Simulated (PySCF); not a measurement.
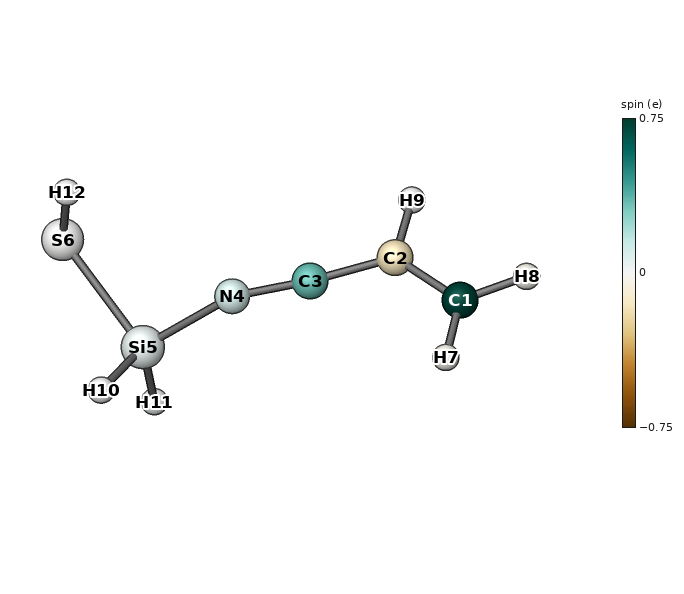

Atoms are coloured by their Mulliken spin populations. The species is neutral and a spin doublet. The geometry was computed by an optimisation with GFN2-xTB. No frequency run is at hand to confirm it as a minimum. Level of theory: UKS B3LYP, pcH-1 on C H N S Si, non-relativistic (PySCF 2.14.0).

Give the Mulliken spin populations atom by atom.

```tsv
atom	value (e)
C1	0.72
C2	−0.16
C3	0.34
N4	0.09
Si5	0.04
S6	0.00
H7	−0.03
H8	−0.03
H9	0.00
H10	0.00
H11	0.02
H12	0.00
```

Mulliken values depend strongly on the basis set. The geometry is semi-empirical. Around Si such bond lengths and angles can be off by a tenth of an ångström or more and by several degrees, and values that hang on the shape move with them.
